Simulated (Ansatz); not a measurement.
# Mg3ZnC (Pm-3m): phonons and vibrational spectra, part 2 of 3

Task: relax Mg3ZnC (Pm-3m), then find its harmonic phonons.

Ansatz 0.2.0; DFT PBEsol, scalar-relativistic, plane waves, PAW; PAW set soft_1.

So far. Step 3 (Tight relaxation): The forces vanish by symmetry and the pressure is 0.008 GPa, within the tolerances set. The cell now holds 16.60 Å³/atom. The relaxed cell has a = 4.362 Å (conventional setting).

**4. Modes at Γ**

The zone centre comes first: it holds the modes that light can see, as far as symmetry allows. No field response is asked, since the mesh shows no gap.

input.yaml

```yaml
crystal:
  lattice:
    - [4.362493526, 0.0, 0.0]
    - [0.0, 4.362493526, 0.0]
    - [0.0, 0.0, 4.362493526]
  atoms:
    - { symbol: Mg, position: [0.0, 0.5, 0.5] }
    - { symbol: Mg, position: [0.5, 0.5, 0.0] }
    - { symbol: Mg, position: [0.5, 0.0, 0.5] }
    - { symbol: Zn, position: [0.0, 0.0, 0.0] }
    - { symbol: C, position: [0.5, 0.5, 0.5] }
kpoints:
  mp_grid: { grid: [8, 8, 8] }
hamiltonian:
  xc: pbesol
  pseudopotentials: { kind: paw, azcp: { folder: soft_1 }, xc_functional: pbe }
scf:
  occupations: { method: methfessel_paxton, width: 0.2 }
output:
  eigenvalues: true
phonons:
  method: dfpt
```

Run with:

```
> ansatz run input.yaml --threads 4 --pin off --max-ram 10240MiB --backend cpu --events-out ev --progress --plain --runs-dir out
```

Numbers of over 12 decimals in the logs are rounded to 6 here.

Output:

```text
zone centre: on kpoints.mp_grid the ground state, and the responses unless they are solved on pairs of k-points, stand on 125 of the mesh's 512 k-points, reduced under 8 symmetry operations, with k and −k counted as one. Each operation leaves every solved displacement unchanged or reverses it
[...]
Crystal: 5 atoms, lattice volume = 83.024 Å³
Basis set: ecut = 420 eV, 1647 PW (Γ), exchange–correlation on 60×60×60 points (8 copies of the dense FFT grid, shifted against one another)
Bands: 28, of which v1, the nominal top of the filled ones, is band 23 counted from 1 (22 counted from 0)
Symmetry: 48 space group operations
k-points: 125 of 512 (irreducible under 8 space group operations)
[...]
SCF iter   1: F=—  HF=-9264.636762 eV  |F-HF|=—  |Δ(HF+E_count)|=         —  Δρ=7.41e-2  dr2=9.10e0  ethr=3.10e-3  ⟨swp⟩=5.2  Hψ=14731  notcnv=0
[...]
SCF iter  12: F=-9262.774273 eV  HF=-9262.774273 eV  |F-HF|=1.82e-12  |Δ(HF+E_count)|=  3.82e-11  S|Δr|=    0.00e0  Δρ=5.90e-8  dr2=2.79e-12  ethr=1.00e-12  ⟨swp⟩=6.4  Hψ=17914  notcnv=0
SCF 1 converged in 12 iterations: F = -9262.774273 eV  dr2 = 2.79e-12
[...]
DFPT response loops at Γ: preconditioner auto → Kerker (q_TF=auto, 2.473 Å⁻¹) (partly filled bands, converged f_vac=0.000); β = 1.00, the filter's whole step (`scf.mixing.beta` (0.50) is not read by the response loops under this deck's `scf.mixing.preconditioner`; to damp them name `kerker` or `kerker_dos`, under which they read `scf.mixing.beta`, and type it under 1.00, their step now; both keys bind the ground state too); Broyden in place of MSR1
SCF converged after 12 iterations
[...]
Free energy (F): -9262.774273 eV
[...]
Internal energy: -9262.772527 eV  (E = F + TS)
E sigma→0 (E₀):  -9262.773836 eV
Entropy (-TS):   -0.001746 eV (-0.349 meV/atom)
Fermi energy:    7.278461 eV
[...]
--- Band table (eV; the first three rows and the last of 125) ---
  k-point 0: bands = [... 19 lower, 4.5841, 4.5841, 4.5841, 8.9634, 8.9634, 10.0014, 10.0014, 10.0014, ... 1 higher]
  k-point 1: bands = [... 19 lower, 4.5532, 4.6482, 4.6482, 8.5810, 9.0745, 9.7987, 9.7987, 10.3164, ... 1 higher]
  k-point 2: bands = [... 19 lower, 4.6221, 4.8179, 4.8179, 7.6699, 9.3002, 9.3002, 9.4007, 11.3130, ... 1 higher]
  k-point 124: bands = [... 19 lower, 3.8713, 3.8713, 4.1136, 5.4396, 5.4396, 5.4396, 12.3595, 12.3595, ... 1 higher]
--- Phonons (Γ-DFPT): 4 representative perturbations + reference, on 125 of 512 k-points (Σ response iterations 13) ---
  k mesh reduced under 8 symmetry operations, with k and −k counted as one. Each operation leaves every solved displacement unchanged or reverses it
  ASR residual: 4.291e-5 → 0.000e0 eV/Å²; symmetrization residual: 2.563e-6 eV/Å²
  ASR residual per site (eV/Å²): 4.29e-5 4.29e-5 4.29e-5 1.64e-5 3.30e-5
  Γ frequencies (cm⁻¹): 0.00 0.00 0.00 122.22 122.22 122.22 172.42 172.42 172.42 263.38 263.38 263.38 568.78 568.78 568.78
  non-analytic LO–TO correction: not included (Born effective charges unavailable; polar crystals: no LO–TO splitting at Γ)
```

It took 26 s on 4 threads of Intel Xeon Platinum 8559C (Emerald Rapids), shared host; peak memory 1.2 GiB.

The column dr2 measures how far the density is from self-consistency, as an energy; F and HF (Harris–Foulkes) agree once it is small.

This step gave:

* sum-rule residual before enforcement: 4.29e-5 eV/Å²
* point group: m-3m
* highest optical mode at the zone centre (no LO-TO term): 568.8 cm⁻¹
* lowest optical zone-centre mode: 122.2 cm⁻¹

Patterns of degenerate modes are one choice out of their space. Modes at Γ, with each element's share of the kinetic energy:

```csv
mode,frequency (cm⁻¹),symmetry,Mg %,Zn %,C %
1,0.0,acoustic,49,43,8
2,0.0,acoustic,49,44,8
3,0.0,acoustic,49,43,8
4,122.2,T1u,38,56,6
5,122.2,T1u,38,56,6
6,122.2,T1u,38,56,6
7,172.4,T2u,100,0,0
8,172.4,T2u,100,0,0
9,172.4,T2u,100,0,0
10,263.4,T1u,81,0,19
11,263.4,T1u,81,0,19
12,263.4,T1u,81,0,19
13,568.8,T1u,33,0,67
14,568.8,T1u,33,0,67
15,568.8,T1u,33,0,67
```

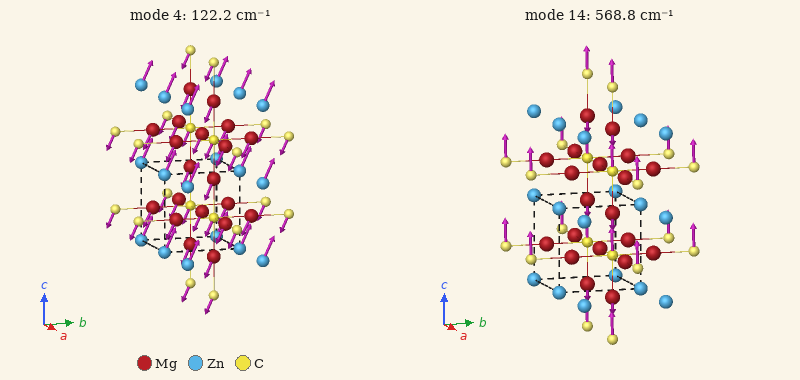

Displacement patterns of modes 4 and 14 at Γ; arrows are exaggerated. 2×1×2 cells are drawn. Some periodic images of atoms are drawn too.

Before it was imposed, the acoustic sum rule was missed by 4.3e-5 eV/Å². Small misses are needed for a sound result but don't prove that mesh and cutoff are converged. The lowest optical mode is real, 122 cm⁻¹.

**5. The dispersion**

Stability and thermal properties need the whole zone. Linear response on a 4×4×4 q mesh gives force constants as far as a supercell of that size would.

Changes to input.yaml since step 4:

```diff
@@ -22 +22,8 @@
   method: dfpt
+  qmesh: [4, 4, 4]
+  temperatures: { t_max: 1000, t_step: 50 }
+  qpath:
+    path:
+      - [[0.0, 0.0, 0.0], [0.0, 0.5, 0.0], [0.5, 0.5, 0.0], [0.0, 0.0, 0.0], [0.5, 0.5, 0.5], [0.0, 0.5, 0.0]]
+      - [[0.5, 0.5, 0.5], [0.5, 0.5, 0.0]]
+    npoints: 10
```

Output:

```text
[...]
Crystal: 5 atoms, lattice volume = 83.024 Å³
Basis set: ecut = 420 eV, 1647 PW (Γ), exchange–correlation on 60×60×60 points (8 copies of the dense FFT grid, shifted against one another)
Bands: 28, of which v1, the nominal top of the filled ones, is band 23 counted from 1 (22 counted from 0)
Symmetry: 48 space group operations
k-points: 35 of 512
[...]
SCF iter   1: F=—  HF=-9264.636773 eV  |F-HF|=—  |Δ(HF+E_count)|=         —  Δρ=7.41e-2  dr2=9.10e0  ethr=3.10e-3  ⟨swp⟩=5.4  Hψ=4205  notcnv=0
[...]
SCF iter  12: F=-9262.774273 eV  HF=-9262.774273 eV  |F-HF|=7.28e-12  |Δ(HF+E_count)|=  3.64e-11  S|Δr|=    0.00e0  Δρ=5.93e-8  dr2=2.92e-12  ethr=1.00e-12  ⟨swp⟩=6.6  Hψ=5019  notcnv=0
SCF 1 converged in 12 iterations: F = -9262.774273 eV  dr2 = 2.92e-12
[...]
SCF iter   4: F=-9262.774273 eV  HF=-9262.774273 eV  |F-HF|=3.64e-12  |Δ(HF+E_count)|=  3.64e-12  S|Δr|=    0.00e0  Δρ=8.91e-8  dr2=3.01e-12  ethr=1.00e-12  ⟨swp⟩=3.0  Hψ=2421  notcnv=0
SCF 2 converged in 4 iterations: F = -9262.774273 eV  dr2 = 3.01e-12
phonons: the bands overlap, so this run is a metal and interpolates without the dipole-dipole term. If the crystal is really an insulator or semiconductor, its LO-TO splitting is missing
NSCF: frozen V_eff on 35 k-points
[...]
DFPT response loops at q = (0, 0, 0) (fractional): preconditioner auto → Kerker (q_TF=auto, 2.473 Å⁻¹) (partly filled bands, converged f_vac=0.000); β = 1.00, the filter's whole step (`scf.mixing.beta` (0.50) is not read by the response loops under this deck's `scf.mixing.preconditioner`; to damp them name `kerker` or `kerker_dos`, under which they read `scf.mixing.beta`, and type it under 1.00, their step now; both keys bind the ground state too); Broyden in place of MSR1
[...]
SCF converged after 12 iterations
[...]
Free energy (F): -9262.774273 eV
[...]
Internal energy: -9262.772527 eV  (E = F + TS)
E sigma→0 (E₀):  -9262.773836 eV
Entropy (-TS):   -0.001746 eV (-0.349 meV/atom)
Fermi energy:    7.278461 eV
[...]
--- Band table (eV; the first three rows and the last of 35) ---
  k-point 0: bands = [... 19 lower, 4.5841, 4.5841, 4.5841, 8.9634, 8.9634, 10.0014, 10.0014, 10.0014, ... 1 higher]
  k-point 1: bands = [... 19 lower, 4.5532, 4.6482, 4.6482, 8.5810, 9.0745, 9.7987, 9.7987, 10.3164, ... 1 higher]
  k-point 2: bands = [... 19 lower, 4.6221, 4.8179, 4.8179, 7.6699, 9.3002, 9.3002, 9.4007, 11.3130, ... 1 higher]
  k-point 34: bands = [... 19 lower, 3.8713, 3.8713, 4.1136, 5.4396, 5.4396, 5.4396, 12.3595, 12.3595, ... 1 higher]
--- Phonons (Γ-DFPT): 4 representative perturbations + reference (Σ response iterations 13) ---
  ASR residual: 4.462e-5 → 0.000e0 eV/Å²; symmetrization residual: 2.522e-6 eV/Å²
  ASR residual per site (eV/Å²): 4.46e-5 4.46e-5 4.46e-5 1.40e-5 3.42e-5
[...]
--- Phonons (arbitrary-q DFPT): 10 irreducible q on the 4×4×4 mesh ---
  q = [0.0000, 0.0000, 0.0000] (star 1, of the zone-centre solve; hermiticity 4.17e-7, symmetrization 1.57e-12): -0.00 -0.00 0.00 122.22 122.22 122.22 172.42 172.42 172.42 263.38 263.38 263.38 568.78 568.78 568.78
  q = [0.0000, 0.0000, 0.2500] (star 6, 9 solved perturbations in 1560 linear systems a pass and spin channel, the states on 200 of 512 k-point pairs; hermiticity 6.44e-7, symmetrization 7.13e-13): 61.00 61.00 82.60 124.57 124.57 150.94 158.09 172.87 172.87 248.97 248.97 290.20 534.96 566.99 566.99
[...]
q = [0.0000, 0.2500, -0.5000] (star 12, 15 solved perturbations on 200 of 512 k-point pairs; hermiticity 6.26e-7, symmetrization 4.61e-14): 80.26 83.20 88.08 106.88 148.90 158.24 158.35 176.44 197.12 221.41 274.35 368.85 481.60 539.64 567.30
[...]
sum rule: each row above includes the acoustic sum rule's correction from the zone centre's row sums; it moved no ω² by more than (0.88 cm⁻¹)²
  mesh force constants: q→R imaginary residual 3.03e-19; ASR residual 4.462e-5 → 0.000e0 eV/Å²; symmetrization residual 7.105e-15 eV/Å²
  interpolated dispersion: 62 rows × 15 modes
  density of states and harmonic sums: on the 16×16×16 q-mesh, interpolated from the force constants of a 4×4×4 supercell (no non-analytic term)
  largest difference from the sums on the solved wave vectors: F 1.20e-2 eV, S 1.59e-5 and C_V 3.98e-6 eV/K
  zero-point energy: 0.225424 eV/cell   skipped modes (ω ≤ 0): 3   left out of the sums: 4.88e-5 of the cell's modes: C_V's classical limit lies that fraction below 3 k_B per atom; for a crystal, a wire or a layer, F and S can be off by more, and a phonons.interpolated_qmesh denser along its periods is the remedy for the sampling
```

It took 11 min on 4 threads; peak memory 2.9 GiB.

Numbers from this step:

* sum-rule residual before enforcement: 4.46e-5 eV/Å²
* lowest frequency on the path: 0 cm⁻¹
* highest frequency on the path or at a solved wavevector: 577 cm⁻¹
* mean frequency: 242.4 cm⁻¹
* Debye temperature (second moment): 542 K
* logarithmic mean frequency: 194.4 cm⁻¹
* lowest mode on the q mesh (acoustic modes at Γ apart): 60.81 cm⁻¹
* zero-point energy per atom: 45.08 meV
* heat capacity at 300 K: 21.67 J/(mol atoms K)
* vibrational entropy at 300 K: 28.52 J/(mol atoms K)

Frequencies (cm⁻¹) solved at each irreducible wavevector; negative means imaginary. Frequencies by wavevector, by row:

```csv
q in reciprocal lattice units,star,mode 1,mode 2,mode 3,mode 4,mode 13,mode 14,mode 15
0 0 0,1,0,0,0,122.2,568.8,568.8,568.8
0 0 0.25,6,61,61,82.6,124.6,535,567,567
0 0 -0.5,3,87.4,87.4,88.7,129.2,454.7,570.6,570.6
0 0.25 0.25,12,71.5,78.8,85.8,129.6,535.5,536,569.2
0 0.25 -0.5,12,80.3,83.2,88.1,106.9,481.6,539.6,567.3
0 -0.5 -0.5,3,60.8,85.1,85.1,90.3,493.9,493.9,577
0.25 0.25 0.25,8,79.4,79.4,86.5,125,530.5,530.5,544.2
0.25 0.25 -0.5,12,84.5,85.2,87.2,106.4,479.5,525.2,546.9
0.25 -0.5 -0.5,6,67.1,86,86,89.7,478.2,478.2,529.7
-0.5 -0.5 -0.5,1,72.8,72.8,72.8,87.7,464.4,464.4,464.4
```

Interpolated from a 4×4×4 q mesh. The phonon branches at the labelled points (cm⁻¹):

```csv
point,branch 1,branch 2,branch 3,branch 4,branch 12,branch 13,branch 14,branch 15
Γ,0,0,0,122,263,569,569,569
X,87,87,89,129,368,455,571,571
M,61,85,85,90,392,494,494,577
Γ,0,0,0,122,263,569,569,569
R,73,73,73,88,434,464,464,464
X,87,87,89,129,368,455,571,571
jump to R,73,73,73,88,434,464,464,464
M,61,85,85,90,392,494,494,577
```

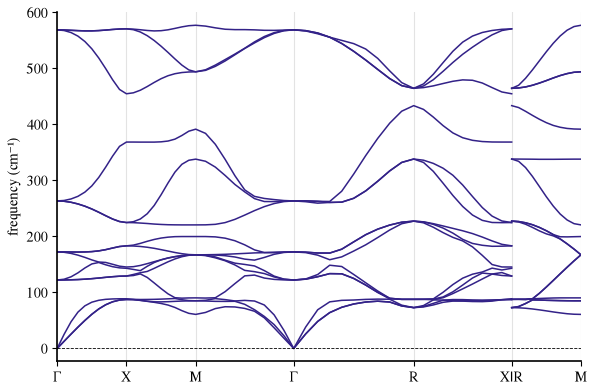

Phonon branches along the path.

The phonon density of states has structure finer than the step of the table below, so its rows give means over 25 cm⁻¹, whole bins alone (the curve runs from 2.5 to 578 cm⁻¹). Peaks (cm⁻¹: height): 87.5: 0.255, 132.5: 0.0778, 172.5: 0.0824, 567.5: 0.0926.

Tetrahedra on a 16×16×16 mesh, mean over bins of 5 cm-1. Interpolated from a 4×4×4 q mesh. Table of phonon density of states by wavenumber; means over each step:

```csv
wavenumber (cm⁻¹),phonon density of states (1/cm⁻¹/cell)
25,8.3e-4
50,0.00521
75,0.0934
100,0.0478
125,0.0532
150,0.0540
175,0.0559
200,0.0431
225,0.0250
250,0.0285
275,0.0189
300,0.0146
325,0.0145
350,0.00978
375,0.0116
400,0.00314
425,5.0e-4
450,2.1e-4
475,0.0140
500,0.0252
525,0.0226
550,0.0325
```

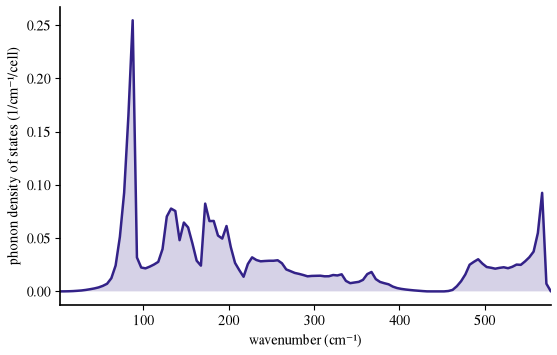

Phonon density of states against wavenumber.

The partial phonon density of states has structure finer than the step of the table below, so its rows give means over 25 cm⁻¹, whole bins alone (the curve runs from -10 to 603 cm⁻¹). Peaks (cm⁻¹: height): C 240.7: 0.00768, 495.3: 0.0256, 518.5: 0.0217, 541.6: 0.0232, 564.8: 0.0413; Mg 78.7: 0.0218, 132.7: 0.0666, 179.0: 0.0644, 368.0: 0.0164, 564.8: 0.0203; Zn 86.4: 0.168.

Phonopy on the run's constants, 13x13x13 mesh, Gaussian sigma 4.4 cm-1. Interpolated from a 4×4×4 q mesh. Table of partial phonon density of states by wavenumber; means over each step; values in 1/cm⁻¹/cell:

```csv
wavenumber (cm⁻¹),C,Mg,Zn
25,6.1e-5,4.0e-4,4.3e-4
50,2.6e-4,0.00235,0.00328
75,5.1e-4,0.0165,0.0718
100,4.9e-5,0.0170,0.0347
125,0.00154,0.0446,0.00661
150,0.00116,0.0505,0.00197
175,5.1e-4,0.0547,6.4e-4
200,2.7e-4,0.0424,4.2e-4
225,0.00481,0.0211,6.0e-5
250,0.00679,0.0211,2.3e-5
275,0.00479,0.0144,2.5e-5
300,0.00324,0.0119,1.8e-5
325,0.00172,0.0111,6.9e-6
350,0.00163,0.00872,5.3e-6
375,0.00113,0.0107,0
400,3.7e-4,0.00298,0
425,6.9e-5,5.2e-4,0
450,5.1e-4,2.4e-5,0
475,0.0135,6.7e-4,7.6e-6
500,0.0206,0.00335,1.7e-5
525,0.0165,0.00591,8.5e-6
550,0.0238,0.0110,8.4e-6
575,0.0162,0.00795,1.7e-6
```

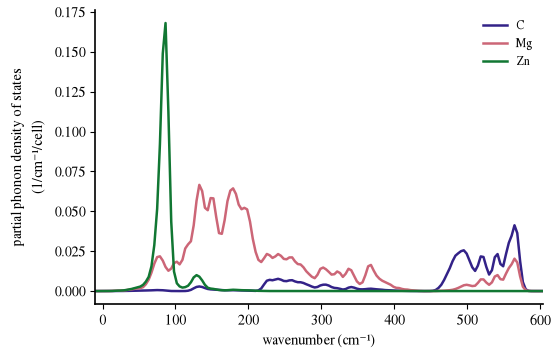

Partial phonon density of states against wavenumber.

(Part 2 of 3 ends here.)

[Logs are printed without paths, hosts, clocks, repeated set-up lines and the standing remarks that a program may print on its own settings, such as how far it seeks lower states.]

[Hosts, paths, dates, database ids (printed as entryN), source tags and the programs' standing remarks are cut or masked in the printed files.]
